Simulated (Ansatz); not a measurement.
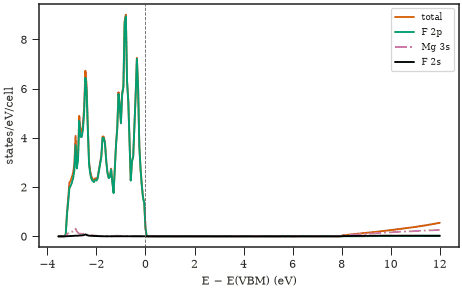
*Total and projected density of states of MgF$_{2}$ (CdI2 type, P-3m1), DFT-r²SCAN+D4 in the program Ansatz with PAW potentials*

**Question.** Which orbitals carry the states next to the gap?

**Answer.** Top 1 eV of the valence band: F 2p 99 %. Bottom 1 eV of the conduction band: Mg 3s 74 %, F 2s 18 %. Projections are on Löwdin-orthogonalised atomic valence shells; empty p or d shells of many metals are not among them.

**Question.** Where is the tallest occupied peak in this window, and what makes it?

**Answer.** Near -0.8 eV, about 9.0 states/eV per cell; the largest projected share is F 2p.

The start of the workflow was typed in or built on a structure type; neither database checked (COD, Materials Project) lists it. It is not the phase usual at ambient conditions (space group No. 136). Symmetry was held in the r²SCAN+D4 relaxation; whether a distortion lowers the energy is not shown.

Potentials: the earlier of the program's two PAW sets.
